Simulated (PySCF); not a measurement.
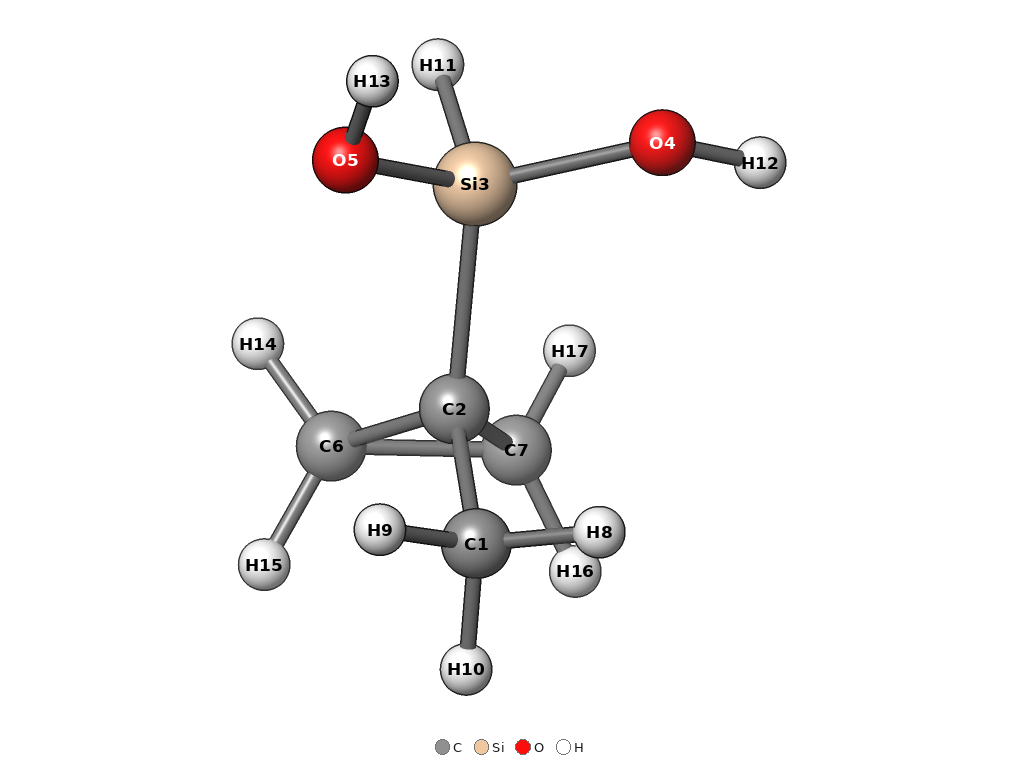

The computed structure is the end point of a GFN2-xTB optimisation. No frequency run is at hand to confirm it as a minimum. Electric field gradients from the ground-state density, PBE0/pcSseg-1 (PySCF 2.14.0), non-relativistic apart from any core potentials.

Give the largest field-gradient component, the quadrupole coupling constant and the asymmetry for 17O at O4 (Q = −25.6 mb), 17O at O5 (Q = −25.6 mb).

```
atom  V_zz (a.u.)  e²qQ/h (MHz)     η
  O4        1.515         −9.11  0.52
  O5        1.516         −9.12  0.47
```

The geometry is semi-empirical. Around Si such bond lengths and angles can be off by a tenth of an ångström or more and by several degrees, and values that hang on the shape move with them.
